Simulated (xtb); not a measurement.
# Molecular dynamics, with input and output: CH$_{4}$FSi (charge −1)

The run: molecular dynamics of CH$_{4}$FSi, charge −1. Method and program: GFN0-xTB (xtb 6.7.1).

The geometry comes from this level: PBE0-D4/def2-TZVP.

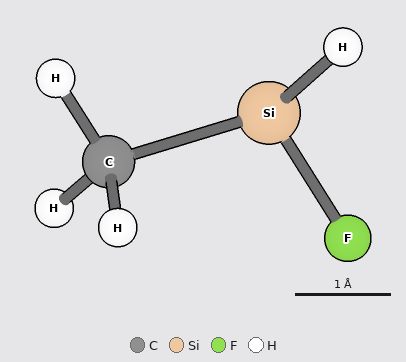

Figure 1. The starting structure (ball-and-stick view, seen at a tilt).

### Input (mol.coord)
```
$coord
     -1.234936022443      0.736048325542     -0.563138385138  c
      1.733634746732     -1.122686290640     -0.196720489574  si
      1.210747528048     -3.425695518722      1.718894882960  f
     -2.730465277472     -0.392685088697     -1.425042470580  h
     -0.888549223799      2.382755670541     -1.760657830314  h
     -1.891048932913      1.395184797811      1.284257874296  h
      3.800806154460      0.427078104165      0.942406418351  h
$end
```

### File detailed.inp
```
$md
   temp=350
   time=0.3
   step=0.5
   dump=30.0
   hmass=1
   shake=0
$end
```

Launch command:
```bash
xtb mol.coord -I detailed.inp -c -1 -u 0 --md --gfn0 | tee xtb.out
```

### The program's output
```
* xtb version 6.7.1
   ID    Z sym.   atoms
    1    6 c      1
    2   14 si     2
    3    9 f      3
    4    1 h      4-7

           -------------------------------------------------
          |                Calculation Setup                |
           -------------------------------------------------

          program call               : xtb mol.coord -I detailed.inp -c -1 -u 0 --md --gfn0
          coordinate file            : mol.coord
          omp threads                :                     1

########################################################################
[WARNING] Please study the warnings concerning your input carefully
-1- prog_main_parseArguments: The use of '--gfn0' is discouraged, please use '--gfn 0' next time
########################################################################

           -------------------------------------------------
          |                 G F N 0 - x T B                 |
           -------------------------------------------------

      * Hamiltonian:
        H0-scaling (s, p, d)           2.000000    2.486800    2.270000
        zeta-weighting                 1.000000
      * Dispersion:
        s8                             2.850000
        a1                             0.800000
        a2                             4.600000
        s9                             0.000000
      * Repulsion:
        kExp                           1.500000
        rExp                           1.000000
      * Coulomb:
        alpha                          0.000000
        third order                    atomic
        anisotropic                    false
      * Polar bond correction:
        rad-shift                      0.053700
        strength                      -0.012900
        en-exp                         3.484700
        en-scale                       0.509700

          ...................................................
          :                      SETUP                      :
          :.................................................:
          :  # basis functions                  26          :
          :  # atomic orbitals                  25          :
          :  # shells                           15          :
          :  # electrons                        20          :
          :  electronic temp.          300.0000000     K    :
          :  accuracy                    1.0000000          :
          :  -> integral cutoff          0.2500000E+02      :
          :  -> integral neglect         0.1000000E-07      :
          ...................................................
  Checking positiv definite overlap ...  done.

         #    Occupation            Energy/Eh            Energy/eV
      -------------------------------------------------------------
         1        2.0000           -0.8189197             -22.2839
       ...           ...                  ...                  ...
         4        2.0000           -0.5264988             -14.3268
         5        2.0000           -0.5263553             -14.3229
         6        2.0000           -0.4560792             -12.4105
         7        2.0000           -0.4490324             -12.2188
         8        2.0000           -0.4438594             -12.0780
         9        2.0000           -0.4379515             -11.9173
        10        2.0000           -0.3212552              -8.7418 (HOMO)
        11                         -0.2175535              -5.9199 (LUMO)
        12                         -0.1996430              -5.4326
        13                         -0.1634101              -4.4466
        14                         -0.1319461              -3.5904
        15                         -0.1033738              -2.8129
       ...                                ...                  ...
        25                          0.7604856              20.6939
      -------------------------------------------------------------
                  HL-Gap            0.1037017 Eh            2.8219 eV
             Fermi-level            0.0000000 Eh            0.0000 eV

 EHT (total)                   0 d,  0 h,  0 min,  0.001 sec
 EHT setup                      ...        0 min,  0.000 sec (  3.526%)
 Coordination number            ...        0 min,  0.000 sec (  1.806%)
 EEQ model density              ...        0 min,  0.000 sec (  2.072%)
 D4 Dispersion                  ...        0 min,  0.000 sec (  6.796%)
 Integral evaluation            ...        0 min,  0.000 sec ( 27.625%)
 Cholesky factorization         ...        0 min,  0.000 sec (  2.082%)
 Zeroth order Hamiltonian       ...        0 min,  0.000 sec ( 13.312%)
 Gradient calculation           ...        0 min,  0.000 sec ( 35.665%)

         :::::::::::::::::::::::::::::::::::::::::::::::::::::
         ::                     SUMMARY                     ::
         :::::::::::::::::::::::::::::::::::::::::::::::::::::
         :: total energy             -11.361563448888 Eh    ::
         :: gradient norm              0.053291862139 Eh/a0 ::
         :: HOMO-LUMO gap              2.821867131097 eV    ::
         ::.................................................::
         :: H0 energy                -10.299921538232 Eh    ::
         :: repulsion energy           0.101075613576 Eh    ::
         :: electrostat energy        -1.161153458384 Eh    ::
         :: -> Gsolv                   0.000000000000 Eh    ::
         ::    -> Gsasa                0.000000000000 Eh    ::
         ::    -> Gshift               0.000000000000 Eh    ::
         :: dispersion energy         -0.001564065849 Eh    ::
         :: short-range corr.         -0.000000000000 Eh    ::
         :: add. restraining           0.000000000000 Eh    ::
         :: total charge              -1.000000000000 e     ::
         :::::::::::::::::::::::::::::::::::::::::::::::::::::

           -------------------------------------------------
          |                Property Printout                |
           -------------------------------------------------

    * Orbital Energies and Occupations

         #    Occupation            Energy/Eh            Energy/eV
      -------------------------------------------------------------
         1        2.0000           -0.8189197             -22.2839
         2        2.0000           -0.6217413             -16.9184
         3        2.0000           -0.5482680             -14.9191
         4        2.0000           -0.5264988             -14.3268
         5        2.0000           -0.5263553             -14.3229
         6        2.0000           -0.4560792             -12.4105
         7        2.0000           -0.4490324             -12.2188
         8        2.0000           -0.4438594             -12.0780
         9        2.0000           -0.4379515             -11.9173
        10        2.0000           -0.3212552              -8.7418 (HOMO)
        11                         -0.2175535              -5.9199 (LUMO)
        12                         -0.1996430              -5.4326
        13                         -0.1634101              -4.4466
        14                         -0.1319461              -3.5904
        15                         -0.1033738              -2.8129
        16                         -0.0928989              -2.5279
        17                         -0.0683689              -1.8604
        18                         -0.0200333              -0.5451
        19                          0.0104830               0.2853
        20                          0.2471534               6.7254
        21                          0.2517456               6.8503
       ...                                ...                  ...
        25                          0.7604856              20.6939
      -------------------------------------------------------------
                  HL-Gap            0.1037017 Eh            2.8219 eV
             Fermi-level            0.0000000 Eh            0.0000 eV

     #   Z          covCN         q      C6AA      α(0)
     1   6 c        3.652    -0.724    44.775     9.715
     2  14 si       2.493     0.418   204.388    30.562
     3   9 f        0.705    -0.432    13.989     4.310
     4   1 h        0.924     0.011     2.872     2.650
     5   1 h        0.924     0.003     3.014     2.715
     6   1 h        0.924     0.032     2.553     2.499
     7   1 h        0.908    -0.308    24.037     7.669

 Mol. C6AA /au·bohr⁶  :       1159.607955
 Mol. C8AA /au·bohr⁸  :      41387.407274
 Mol. α(0) /au        :         60.120392

Wiberg/Mayer (AO) data.
largest (>0.10) Wiberg bond orders for each atom

 ---------------------------------------------------------------------------
     #   Z sym  total        # sym  WBO       # sym  WBO       # sym  WBO
 ---------------------------------------------------------------------------
     1   6 c    3.911 --     2 si   1.037     5 h    0.951     4 h    0.949
                             6 h    0.938
     2  14 si   3.192 --     3 f    1.077     1 c    1.037     7 h    0.945
     3   9 f    1.109 --     2 si   1.077
     4   1 h    0.992 --     1 c    0.949
     5   1 h    0.989 --     1 c    0.951
     6   1 h    0.981 --     1 c    0.938
     7   1 h    0.976 --     2 si   0.945
 ---------------------------------------------------------------------------

Topologies differ in total number of bonds
Writing topology from bond orders to xtbtopo.mol

 dipole moment from electron density (au)
     X       Y       Z
  -2.0185   1.7569  -0.0257  total (Debye):    6.802

           -------------------------------------------------
          | TOTAL ENERGY              -11.361563448888 Eh   |
          | GRADIENT NORM               0.053291862139 Eh/α |
          | HOMO-LUMO GAP               2.821867131097 eV   |
           -------------------------------------------------
           -------------------------------------------------
          |               Molecular Dynamics                |
           -------------------------------------------------
 trajectories on xtb.trj or xtb.trj.<n>

 MD time /ps        :    0.30
 dt /fs             :    0.50
 SCC accuracy       :    2.00
 temperature /K     :  350.00
 max steps          :   600
 block length (av.) :  5000
 dumpstep(trj) /fs  :   30.00    60
 dumpstep(coords)/fs: 1000.00  2000
 H atoms mass (amu) :     1
 # deg. of freedom  :    21
 SHAKE off
 Berendsen THERMOSTAT on
         time (ps)    <Epot>      Ekin   <T>   T     Etot
      0    0.00      0.00000   0.0316    0.    0.   -11.32997
    200    0.10    -11.29488   0.0092  499.  278.   -11.33692
    400    0.20    -11.32329   0.0156  493.  468.   -11.33504
 average properties
 Epot               :  -11.332942498079948
 Epot (accurate SCC):  -11.351374684730638
 Ekin               :   1.6203365521002346E-002
 Etot               :  -11.316739132558943
 T                  :   487.29742590752068
 thermostating problem
 normal exit of md()

------------------------------------------------------------------------
------------------------------------------------------------------------
 total:
 *  cpu-time:     0 d,  0 h,  0 min,  0.465 sec
 * ratio c/w:     0.999 speedup
 SCF:
 *  cpu-time:     0 d,  0 h,  0 min,  0.001 sec
 * ratio c/w:     0.999 speedup
 MD:
 *  cpu-time:     0 d,  0 h,  0 min,  0.457 sec
 * ratio c/w:     0.999 speedup
```

### Trajectory as extended XYZ (Å, eV, eV/Å), 10 frames, from step=0 to step=9
```
7
Properties=species:S:1:pos:R:3 step=0 time_fs=0.0 energy=-309.16389
C    -0.6535    0.3895   -0.2980
Si    0.9174   -0.5941   -0.1041
F     0.6407   -1.8128    0.9096
H    -1.4449   -0.2078   -0.7541
H    -0.4702    1.2609   -0.9317
H    -1.0007    0.7383    0.6796
H     2.0113    0.2260    0.4987
7
Properties=species:S:1:pos:R:3 step=1 time_fs=30.0 energy=-308.86800
C    -0.6956    0.4491   -0.3226
Si    0.9506   -0.5615   -0.1726
F     0.6488   -1.9193    1.0011
H    -1.6938   -0.0710   -0.5218
H    -0.4031    1.2508   -1.0254
H    -1.0509    0.8051    0.7294
H     1.5756    0.3365    0.9019
7
Properties=species:S:1:pos:R:3 step=2 time_fs=60.0 energy=-309.01009
C    -0.6403    0.4146   -0.2360
Si    0.9143   -0.5931   -0.1347
F     0.6416   -1.8200    0.9235
H    -1.2199   -0.4660   -0.7253
H    -0.5110    1.1775   -1.1061
H    -1.1773    0.8877    0.5349
H     1.8263    0.1378    0.7538
7
Properties=species:S:1:pos:R:3 step=3 time_fs=90.0 energy=-308.85480
C    -0.7170    0.3311   -0.2621
Si    1.0208   -0.5563   -0.1822
F     0.5444   -1.8451    0.9816
H    -1.6618   -0.0918   -0.6835
H    -0.6136    1.2651   -0.7267
H    -0.7002    0.6449    0.8462
H     1.6713    0.3656    0.5627
7
Properties=species:S:1:pos:R:3 step=4 time_fs=120.0 energy=-308.95644
C    -0.6494    0.2829   -0.1740
Si    1.0083   -0.5500   -0.2153
F     0.5129   -1.7641    0.9727
H    -1.3324   -0.4648   -0.7658
H    -0.5780    1.3038   -0.7664
H    -1.2236    0.3273    0.7650
H     1.9700   -0.1208    0.8061
7
Properties=species:S:1:pos:R:3 step=5 time_fs=150.0 energy=-308.98080
C    -0.6721    0.3241   -0.1977
Si    1.0258   -0.6145   -0.1780
F     0.5217   -1.7458    0.9379
H    -1.4470   -0.2225   -0.7950
H    -0.5999    1.3125   -0.5766
H    -1.1443    0.2709    0.7919
H     1.6382    0.6552    0.5160
7
Properties=species:S:1:pos:R:3 step=6 time_fs=180.0 energy=-308.87314
C    -0.6591    0.3380   -0.2639
Si    0.9621   -0.5540   -0.1919
F     0.5822   -1.8181    1.0056
H    -1.3369   -0.1874   -1.0856
H    -0.5914    1.3875   -0.6843
H    -1.0674    0.5188    0.8112
H     1.9278   -0.1934    0.7952
7
Properties=species:S:1:pos:R:3 step=7 time_fs=210.0 energy=-309.00197
C    -0.7085    0.3936   -0.2941
Si    0.9523   -0.6270   -0.1227
F     0.6357   -1.7966    0.9389
H    -1.4863    0.0286   -0.9444
H    -0.2638    1.3818   -0.7123
H    -1.1135    0.7612    0.5880
H     1.6476    0.3247    0.5913
7
Properties=species:S:1:pos:R:3 step=8 time_fs=240.0 energy=-308.68215
C    -0.6031    0.4395   -0.3218
Si    0.9292   -0.5585   -0.1796
F     0.6166   -1.8940    1.0163
H    -1.3764   -0.4085   -0.6753
H    -0.5943    1.3306   -0.8587
H    -1.1864    0.5955    0.7219
H     1.6861    0.3559    0.7939
7
Properties=species:S:1:pos:R:3 step=9 time_fs=270.0 energy=-308.84875
C    -0.7203    0.3519   -0.2548
Si    0.9768   -0.6006   -0.1350
F     0.5954   -1.7785    0.9226
H    -1.5181   -0.1205   -0.7294
H    -0.4257    1.1535   -1.0839
H    -0.9893    0.7700    0.6412
H     1.9350    0.1095    0.8794
```

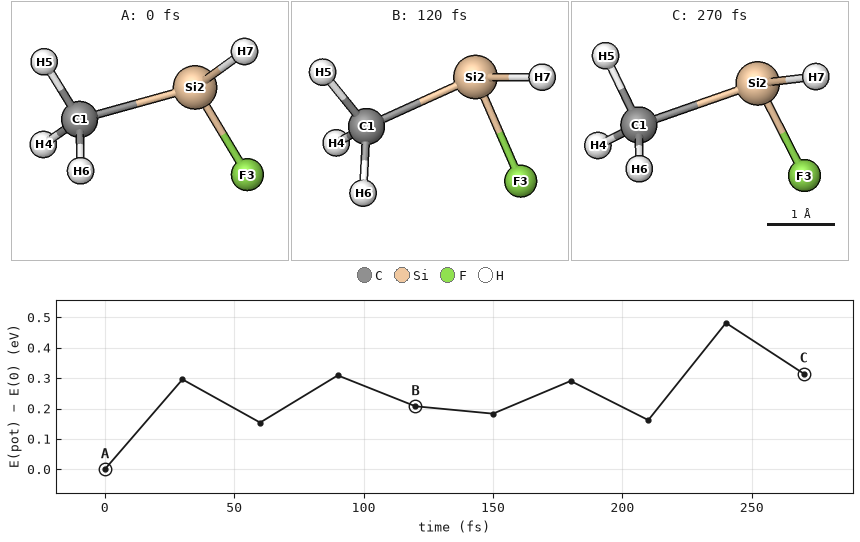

Figure 2. Frames of the molecular dynamics (ball-and-stick, seen at a tilt) above the curves, on which the letters mark them. The trajectory kept here has 10 frames over 270 fs. The potential energy ends 0.315 eV above its first value. After an unweighted best fit of the last frame on the first, the root-mean-square displacement is 0.15 Å.

### Summary

| quantity | value |
| --- | --- |
| outcome | finished |
| trajectory | 10 frames kept, 270 fs |
| electrons treated | 20 |
| potential energy (first step) | −11.361563 hartree |
| dispersion energy (first step) | −0.001564 hartree |
| basis functions (first step) | 26 |
| hardware | 1 thread of Intel Xeon (Granite Rapids), 128 GiB of memory available, shared host |
| peak memory | 0.076 GiB |

So short a trajectory is not equilibrated.
